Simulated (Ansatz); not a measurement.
**ClF2GeHS: density, localisation and related maps**

```xyz
6

F     1.2999   -1.1172    1.4277
Ge    0.3351   -0.3746    0.0885
F    -0.4673   -1.6507   -0.8441
S    -1.1369    1.0085    0.8949
Cl    1.6792    0.7299   -1.2198
H    -1.6679    1.3400   -0.3933
```

The fields and orbitals are those of the mean-field reference, not of the correlated method.

These are results of MP2, Gaussian basis in Ansatz, not measurements.

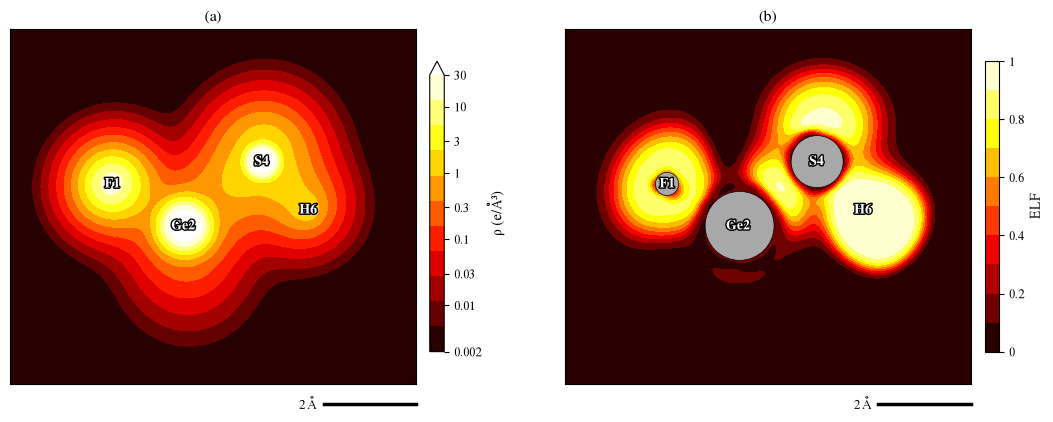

Figure 1. (a) total electron density; (b) electron localisation function on the plane of atoms Ge2, S4 and H6. Grey discs cover the atomic cores in the ELF map.

> What do the fields say about this system?

The plane passes through F, Ge, S and H nuclei. Ge–S (2.17 Å): the density is about 0.86 e/Å³ at the midpoint; the ELF peaks at about 0.90 in the valence shell of S, 1.0 Å from its nucleus, and is about 0.85 at the midpoint. S–H (1.43 Å): ρ is about 1.3 e/Å³ halfway; the ELF climbs to about 1 towards the hydrogen, as it does in any bond to H: an ordinary covalent bond to hydrogen. The ELF also peaks beside F1 and S4, away from the bonds: lone-pair regions.

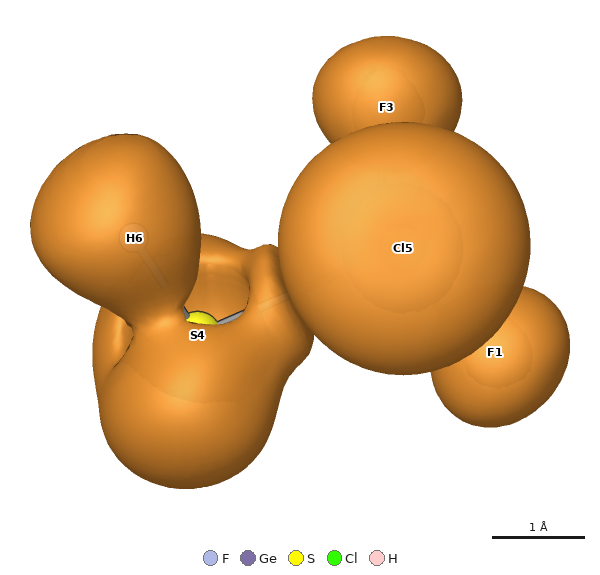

Figure 2. Isosurface of the ELF at 0.75 (orange), seen from one side. Only the valence region is drawn (cores and ρ < 0.01 e/Å³ removed).

> Describe the localisation domains.

At this value the surface marks out one region on Cl in which the atom's valence shell and bonds are merged, two regions wrapped around F (the valence shell of each) and one joined region spread over several atoms (H, S), in which their bonds and any lone pairs are merged.


Ge–F (1.77 Å): the ELF peaks at about 0.80 in the valence shell of F, 0.6 Å from its nucleus, and is about 0.25 at the midpoint.

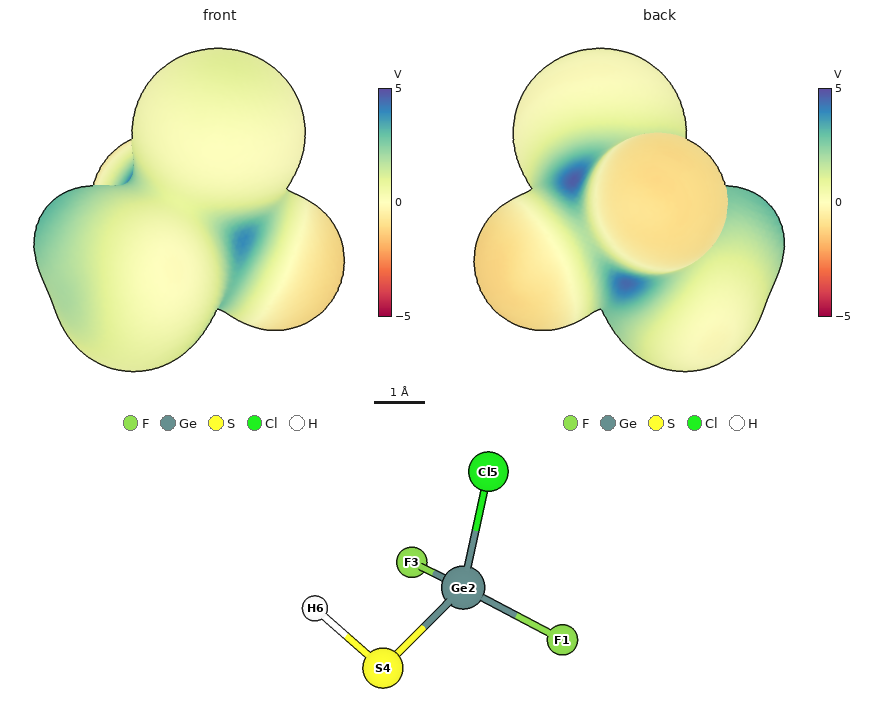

Figure 3. The molecular electrostatic potential painted on the density surface at 0.004 e/bohr³, seen from the front and from behind; red is negative and blue positive. The bare structure is drawn below in the same view.

> Describe the electrostatic potential map.

The most negative region (about −1.1 V) lies over F1, the most positive (about +4.2 V) over Ge2. Cl5 shows a σ-hole: about +0.9 V at the tip opposite its bond, against about +0.1 V on its flanks.
